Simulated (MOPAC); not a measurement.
**C4H7: frequency calculation (part 3 of 3)**

The same run, continued: C4H7, multiplicity 2; PM6-D3H4, unrestricted, dispersion D3H4 (MOPAC 23.2.5). The geometry was optimised with PM6-D3H4.

Geometry of the input (Å):
```
C  -0.3319  0.6675  -0.8646
C  -0.0123  0.9311  0.5696
C  0.2838  -0.5920  0.7410
C  -0.0642  -0.7979  -0.7667
H  -0.6358  1.2887  -1.6570
H  -0.8715  1.2951  1.1637
H  0.8675  1.5837  0.7235
H  -0.4041  -1.1052  1.4314
H  1.3326  -0.8171  0.9914
H  0.7856  -1.1439  -1.3846
H  -0.9531  -1.4320  -0.9438
```

## The program's output, continued
```
 VIBRATION          5    3B1          ATOM PAIR      ENERGY CONTRIBUTION    RADIAL
 FREQUENCY           804.89         C  3 -- H  8         +24.6% ( 76.4%)      5.9%
 TRANSITION DIPOLE   0.4168         C  3 -- H  9         +24.6% ( 76.4%)      5.9%
 TRAVEL (Ang.)       0.6438         C  4 -- H 10          +9.0% ( 46.3%)      6.4%
 REDUCED MASS        0.2021         C  4 -- H 11          +9.0% ( 46.3%)      6.5%
 EFFECTIVE MASS      2.1421
 FORCE CONSTANT      0.0772

 VIBRATION          6    2A2          ATOM PAIR      ENERGY CONTRIBUTION    RADIAL
 FREQUENCY           944.51         C  2 -- H  6         +21.7% ( 51.1%)      0.1%
 TRANSITION DIPOLE   0.0000         C  4 -- H 11         +21.7% ( 51.1%)      0.1%
 TRAVEL (Ang.)       0.5970         C  2 -- H  7         +21.7% ( 51.1%)      0.1%
 REDUCED MASS        0.2003         C  4 -- H 10         +21.7% ( 51.1%)      0.1%
 EFFECTIVE MASS      1.0231
 FORCE CONSTANT      0.1053

 VIBRATION          7    4B1          ATOM PAIR      ENERGY CONTRIBUTION    RADIAL
 FREQUENCY           980.31         C  2 -- H  6         +14.3% ( 47.8%)     11.6%
 TRANSITION DIPOLE   0.0152         C  2 -- H  7         +14.3% ( 47.8%)     11.6%
 TRAVEL (Ang.)       0.3602         C  4 -- H 11         +14.3% ( 47.8%)     11.6%
 REDUCED MASS        0.5302         C  4 -- H 10         +14.3% ( 47.8%)     11.6%
 EFFECTIVE MASS      3.8984
 FORCE CONSTANT      0.3002

 VIBRATION          8    1B2          ATOM PAIR      ENERGY CONTRIBUTION    RADIAL
 FREQUENCY           989.91         C  2 -- C  3         +15.7% ( 71.1%)     79.2%
 TRANSITION DIPOLE   0.2461         C  3 -- C  4         +15.7% ( 71.1%)     79.2%
 TRAVEL (Ang.)       0.1960         C  1 -- H  5          +9.6% ( 55.5%)      0.0%
 REDUCED MASS        1.7734         C  2 -- C  4          +9.4% ( 54.9%)      0.0%
 EFFECTIVE MASS      8.7112
 FORCE CONSTANT      1.0239

 VIBRATION          9    2A1          ATOM PAIR      ENERGY CONTRIBUTION    RADIAL
 FREQUENCY          1033.80         C  3 -- C  4         +13.8% ( 62.2%)     58.1%
 TRANSITION DIPOLE   0.3513         C  2 -- C  3         +13.8% ( 62.2%)     58.1%
 TRAVEL (Ang.)       0.2442         C  1 -- C  3         +12.5% ( 59.0%)    100.0%
 REDUCED MASS        1.0939         C  1 -- C  4          +9.2% ( 50.6%)     37.6%
 EFFECTIVE MASS      7.7362
 FORCE CONSTANT      0.6888

 VIBRATION         10    3A2          ATOM PAIR      ENERGY CONTRIBUTION    RADIAL
 FREQUENCY          1041.67         C  3 -- H  8         +28.5% ( 61.3%)      0.0%
 TRANSITION DIPOLE   0.0000         C  3 -- H  9         +28.5% ( 61.3%)      0.0%
 TRAVEL (Ang.)       0.4349         C  4 -- H 11          +6.1% ( 28.3%)     19.2%
 REDUCED MASS        0.3422         C  4 -- H 10          +6.1% ( 28.3%)     19.2%
 EFFECTIVE MASS      2.0143
 FORCE CONSTANT      0.2188

 VIBRATION         11    2B2          ATOM PAIR      ENERGY CONTRIBUTION    RADIAL
 FREQUENCY          1063.06         C  1 -- H  5         +24.6% ( 66.6%)      0.0%
 TRANSITION DIPOLE   0.2167         C  2 -- C  3          +9.3% ( 41.0%)     99.8%
 TRAVEL (Ang.)       0.2988         C  3 -- C  4          +9.3% ( 41.0%)     99.8%
 REDUCED MASS        0.7102         C  1 -- C  2          +8.7% ( 39.6%)     98.8%
 EFFECTIVE MASS      5.1205
 FORCE CONSTANT      0.4729

 VIBRATION         12    5B1          ATOM PAIR      ENERGY CONTRIBUTION    RADIAL
 FREQUENCY          1093.80         C  3 -- H  9         +13.5% ( 52.9%)     23.2%
 TRANSITION DIPOLE   0.0236         C  3 -- H  8         +13.5% ( 52.9%)     23.2%
 TRAVEL (Ang.)       0.2599         C  3 -- C  4         +13.1% ( 52.2%)      0.0%
 REDUCED MASS        0.9127         C  2 -- C  3         +13.1% ( 52.2%)      0.0%
 EFFECTIVE MASS      5.0624
 FORCE CONSTANT      0.6433

 VIBRATION         13    3B2          ATOM PAIR      ENERGY CONTRIBUTION    RADIAL
 FREQUENCY          1163.34         C  3 -- H  8         +12.7% ( 48.0%)      0.0%
 TRANSITION DIPOLE   0.3731         C  3 -- H  9         +12.7% ( 48.0%)      0.0%
 TRAVEL (Ang.)       0.3550         C  1 -- C  2         +11.0% ( 44.7%)     85.2%
 REDUCED MASS        0.4600         C  1 -- C  4         +11.0% ( 44.7%)     85.3%
 EFFECTIVE MASS      4.4185
 FORCE CONSTANT      0.3668

 VIBRATION         14    3A1          ATOM PAIR      ENERGY CONTRIBUTION    RADIAL
 FREQUENCY          1205.77         C  3 -- C  4         +13.3% ( 59.2%)     87.5%
 TRANSITION DIPOLE   0.4563         C  2 -- C  3         +13.3% ( 59.2%)     87.5%
 TRAVEL (Ang.)       0.2065         C  2 -- C  4         +10.1% ( 51.4%)    100.0%
 REDUCED MASS        1.3117         C  1 -- C  3          +9.6% ( 50.1%)    100.0%
 EFFECTIVE MASS      8.1023
 FORCE CONSTANT      1.1236

 VIBRATION         15    4B2          ATOM PAIR      ENERGY CONTRIBUTION    RADIAL
 FREQUENCY          1228.39         C  1 -- H  5         +20.9% ( 61.5%)      0.0%
 TRANSITION DIPOLE   0.0881         C  1 -- C  2         +15.6% ( 53.2%)     38.4%
 TRAVEL (Ang.)       0.1863         C  1 -- C  4         +15.6% ( 53.2%)     38.5%
 REDUCED MASS        1.5812         C  1 -- C  3         +11.3% ( 45.3%)      0.0%
 EFFECTIVE MASS      5.5762
 FORCE CONSTANT      1.4058

 VIBRATION         16    5B2          ATOM PAIR      ENERGY CONTRIBUTION    RADIAL
 FREQUENCY          1274.09         C  3 -- H  9         +14.1% ( 52.0%)      0.0%
 TRANSITION DIPOLE   0.0902         C  3 -- H  8         +14.1% ( 52.0%)      0.0%
 TRAVEL (Ang.)       0.2485         C  2 -- C  3          +8.4% ( 40.0%)     12.3%
 REDUCED MASS        0.8572         C  3 -- C  4          +8.4% ( 40.0%)     12.3%
 EFFECTIVE MASS      5.5293
 FORCE CONSTANT      0.8198

 VIBRATION         17    4A1          ATOM PAIR      ENERGY CONTRIBUTION    RADIAL
 FREQUENCY          1289.75         C  1 -- C  2         +17.9% ( 66.6%)     72.6%
 TRANSITION DIPOLE   0.5537         C  1 -- C  4         +17.9% ( 66.6%)     72.6%
 TRAVEL (Ang.)       0.1738         C  2 -- C  4          +9.8% ( 49.2%)    100.0%
 REDUCED MASS        1.7317         C  1 -- C  3          +9.3% ( 47.9%)    100.0%
 EFFECTIVE MASS      8.3781
 FORCE CONSTANT      1.6972

 VIBRATION         18    6B2          ATOM PAIR      ENERGY CONTRIBUTION    RADIAL
 FREQUENCY          1364.31         C  4 -- H 11         +21.0% ( 43.2%)      2.7%
 TRANSITION DIPOLE   0.6312         C  2 -- H  6         +21.0% ( 43.2%)      2.7%
 TRAVEL (Ang.)       0.4435         C  2 -- H  7         +21.0% ( 43.2%)      2.7%
 REDUCED MASS        0.2512         C  4 -- H 10         +21.0% ( 43.2%)      2.7%
 EFFECTIVE MASS      1.6507
 FORCE CONSTANT      0.2755

 VIBRATION         19    5A1          ATOM PAIR      ENERGY CONTRIBUTION    RADIAL
 FREQUENCY          1375.86         C  2 -- H  7         +13.9% ( 40.1%)      4.6%
 TRANSITION DIPOLE   0.0942         C  2 -- H  6         +13.9% ( 40.1%)      4.6%
 TRAVEL (Ang.)       0.4264         C  4 -- H 11         +13.9% ( 40.1%)      4.6%
 REDUCED MASS        0.2695         C  4 -- H 10         +13.9% ( 40.1%)      4.6%
 EFFECTIVE MASS      2.6525         C  2 -- C  4         +10.1% ( 34.1%)    100.0%
 FORCE CONSTANT      0.3006

 VIBRATION         20    6A1          ATOM PAIR      ENERGY CONTRIBUTION    RADIAL
 FREQUENCY          1404.14         C  3 -- H  8         +26.5% ( 54.6%)      3.5%
 TRANSITION DIPOLE   0.3740         C  3 -- H  9         +26.5% ( 54.6%)      3.5%
 TRAVEL (Ang.)       0.3622         C  3 -- C  4          +6.8% ( 27.6%)     96.4%
 REDUCED MASS        0.3660         C  2 -- C  3          +6.8% ( 27.6%)     96.4%
 EFFECTIVE MASS      2.6996
 FORCE CONSTANT      0.4252

 VIBRATION         21    6B1          ATOM PAIR      ENERGY CONTRIBUTION    RADIAL
 FREQUENCY          2655.42         C  3 -- H  8         +16.4% ( 42.7%)     98.2%
 TRANSITION DIPOLE   0.3812         C  3 -- H  9         +16.4% ( 42.7%)     98.2%
 TRAVEL (Ang.)       0.3902         C  4 -- H 11         +16.1% ( 42.3%)     98.3%
 REDUCED MASS        0.1668         C  4 -- H 10         +16.1% ( 42.3%)     98.3%
 EFFECTIVE MASS      1.4600         C  2 -- H  7         +16.1% ( 42.3%)     98.3%
 FORCE CONSTANT      0.6928         C  2 -- H  6         +16.1% ( 42.3%)     98.3%

 VIBRATION         22    4A2          ATOM PAIR      ENERGY CONTRIBUTION    RADIAL
 FREQUENCY          2664.85         C  2 -- H  7         +24.4% ( 51.7%)     98.3%
 TRANSITION DIPOLE   0.0000         C  2 -- H  6         +24.4% ( 51.7%)     98.3%
 TRAVEL (Ang.)       0.3169         C  4 -- H 10         +24.4% ( 51.7%)     98.3%
 REDUCED MASS        0.2519         C  4 -- H 11         +24.4% ( 51.7%)     98.3%
 EFFECTIVE MASS      1.4609
 FORCE CONSTANT      1.0541

 VIBRATION         23    7B1          ATOM PAIR      ENERGY CONTRIBUTION    RADIAL
 FREQUENCY          2688.14         C  3 -- H  8         +32.4% ( 59.4%)     98.1%
 TRANSITION DIPOLE   0.8977         C  3 -- H  9         +32.4% ( 59.4%)     98.1%
 TRAVEL (Ang.)       0.3129         C  2 -- H  6          +8.1% ( 29.6%)     98.2%
 REDUCED MASS        0.2561         C  2 -- H  7          +8.1% ( 29.6%)     98.2%
 EFFECTIVE MASS      1.5061
 FORCE CONSTANT      1.0906

 VIBRATION         24    7B2          ATOM PAIR      ENERGY CONTRIBUTION    RADIAL
 FREQUENCY          2790.78         C  2 -- H  6         +24.6% ( 48.4%)     97.8%
 TRANSITION DIPOLE   0.6919         C  4 -- H 11         +24.6% ( 48.4%)     97.8%
 TRAVEL (Ang.)       0.3163         C  2 -- H  7         +24.6% ( 48.4%)     97.8%
 REDUCED MASS        0.2415         C  4 -- H 10         +24.6% ( 48.4%)     97.8%
 EFFECTIVE MASS      1.1928
 FORCE CONSTANT      1.1084

 VIBRATION         25    7A1          ATOM PAIR      ENERGY CONTRIBUTION    RADIAL
 FREQUENCY          2793.13         C  4 -- H 10         +24.0% ( 47.9%)     97.5%
 TRANSITION DIPOLE   0.1063         C  4 -- H 11         +24.0% ( 47.9%)     97.5%
 TRAVEL (Ang.)       0.3224         C  2 -- H  6         +24.0% ( 47.9%)     97.5%
 REDUCED MASS        0.2322         C  2 -- H  7         +24.0% ( 47.9%)     97.5%
 EFFECTIVE MASS      1.2289
 FORCE CONSTANT      1.0675

 VIBRATION         26    8A1          ATOM PAIR      ENERGY CONTRIBUTION    RADIAL
 FREQUENCY          2801.06         C  3 -- H  8         +45.8% ( 66.1%)     97.8%
 TRANSITION DIPOLE   0.5173         C  3 -- H  9         +45.8% ( 66.1%)     97.8%
 TRAVEL (Ang.)       0.2385         C  1 -- H  5          +5.6% ( 23.2%)    100.0%
 REDUCED MASS        0.4233         C  1 -- C  3          +0.5% (  6.7%)    100.0%
 EFFECTIVE MASS      1.2072
 FORCE CONSTANT      1.9566

 VIBRATION         27    9A1          ATOM PAIR      ENERGY CONTRIBUTION    RADIAL
 FREQUENCY          2805.66         C  1 -- H  5         +90.4% ( 96.7%)    100.0%
 TRANSITION DIPOLE   0.4038         C  3 -- H  9          +2.6% ( 16.5%)     96.8%
 TRAVEL (Ang.)       0.1718         C  3 -- H  8          +2.6% ( 16.5%)     96.8%
 REDUCED MASS        0.8147         C  1 -- C  3          +1.3% ( 11.6%)    100.0%
 EFFECTIVE MASS      1.4470
 FORCE CONSTANT      3.7786

      SYMMETRY NUMBER FOR POINT-GROUP C2v =  2

          SYSTEM IS A GROUND STATE

 job C4H7

          MOLECULE IS NOT LINEAR

          THERE ARE 27 GENUINE VIBRATIONS IN THIS SYSTEM
          THIS THERMODYNAMICS CALCULATION IS LIMITED TO
          MOLECULES WHICH HAVE NO INTERNAL ROTATIONS

                    CALCULATED THERMODYNAMIC PROPERTIES
                                          *
   TEMP. (K)   PARTITION FUNCTION   H.O.F.    ENTHALPY  HEAT CAPACITY ENTROPY
                                   KCAL/MOL   CAL/MOLE    CAL/K/MOL  CAL/K/MOL

 298.00  VIB.     0.1973D+01                   845.4124     8.8698     4.1878
         ROT.     0.1490D+05                   888.2803     2.9808    22.0761
         INT.     0.2940D+05                  1733.6927    11.8506    26.2638
         TRA.     0.3954D+27                  1480.4672     4.9680    37.9391
         TOT.                       33.006    3214.1599    16.8186    64.2029

 298.00  VIB.     0.1973D+01                   845.4124     8.8698     4.1878
         ROT.     0.1490D+05                   888.2803     2.9808    22.0761
         INT.     0.2940D+05                  1733.6927    11.8506    26.2638
         TRA.     0.3954D+27                  1480.4672     4.9680    37.9391
         TOT.                       33.006    3214.1599    16.8186    64.2029

 398.00  VIB.     0.3477D+01                  2042.2002    15.0359     7.6076
         ROT.     0.2300D+05                  1186.3609     2.9808    22.9386
         INT.     0.7997D+05                  3228.5611    18.0167    30.5462
         TRA.     0.6103D+27                  1977.2682     4.9680    39.3766
         TOT.                       34.997    5205.8293    22.9847    69.9229

   *: NOTE: HEATS OF FORMATION ARE RELATIVE TO THE
            ELEMENTS IN THEIR STANDARD STATE AT 298K
              (=  Standard Enthalpy of Formation).

            Hvib:  Zero-point energy is not included.
                   frequencies of less than zero cm-1 are not included.
            Hrot = (3/2)RT
            Htra = (3/2)RT + pV = (5/2)RT

            Heat capacity is Cp, not Cv

           FORCE CONSTANT IN CARTESIAN COORDINATES (Millidynes/A)

    ATOM   CHEMICAL       X               Y               Z
   NUMBER   SYMBOL  FORCE CONSTANT  FORCE CONSTANT  FORCE CONSTANT

      1       C        7.943127        8.200321        1.604440
      2       C        7.541066        6.576649        6.031081
      3       C        6.536398        6.731648        6.676208
      4       C        6.762828        7.354886        6.031081
      5       H        2.366837        2.633418        0.141761
      6       H        1.259465        1.237385        2.986890
      7       H        1.259037        1.237132        2.987572
      8       H        1.227122        1.313282        3.048483
      9       H        1.226726        1.313550        3.048612
     10       H        1.325469        1.171382        2.986889
     11       H        1.325036        1.171131        2.987573

 *                    *
 * JOB ENDED NORMALLY *
 *                    *

 TOTAL JOB TIME:             0.09 SECONDS

 == MOPAC DONE ==
```

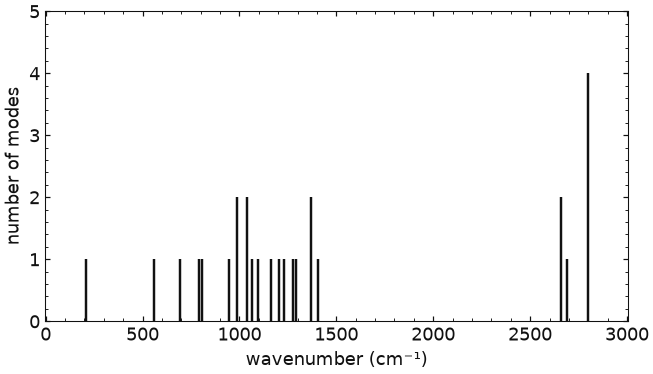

*Harmonic vibrational wavenumbers from the force constants; neighbouring modes closer than 12 cm⁻¹ are counted in one stick.*

27 modes from 206 to 2806 cm⁻¹, none imaginary.

## Results in brief

```tsv
quantity	value
outcome	converged
heat of formation	33.01 kcal/mol
basis functions	23
zero-point energy	0.090460 hartree
wavenumbers, lowest and highest	206 and 2806 cm⁻¹
peak memory	0.073 GiB
```

## Remarks

MOPAC's energies along a path are heats of formation.
